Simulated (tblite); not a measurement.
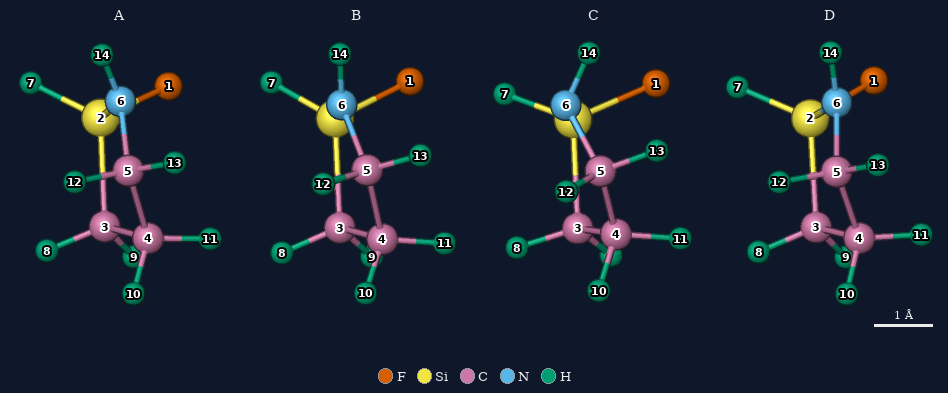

4 geometries from one relaxation of C3H8FNSi, in shuffled order. The picture is a ball-and-stick view, seen from a free direction.

Level of theory: GFN2-xTB geometry optimisation, gas phase (tblite 0.8.0). 

> Order the frames from highest to lowest energy.

C, B, A, D. They are steps 0, 12, 29, 70, at +81.9 kJ/mol, +10.9 kJ/mol, +3.64 kJ/mol relative to the last. Over 70 geometry steps the energy falls by 81.9 kJ/mol. N6 moves most after the best rigid fit: 0.61 Å. By element the largest moves are N 0.61 Å, H 0.60 Å, F 0.50 Å, C 0.14 Å, Si 0.02 Å. Some distances before and after: Si2–N6 1.801 → 1.708 Å, C4–C5 1.451 → 1.528 Å, F1–Si2 1.683 → 1.616 Å, C3–C4 1.480 → 1.532 Å. Bond angles that change, for instance: Si2–N6–H14 111.7° → 126.1°, F1–Si2–H7 113.4° → 103.6°, C4–C5–N6 114.2° → 106.0°. Groups turn about C4–C5 by about 35°.
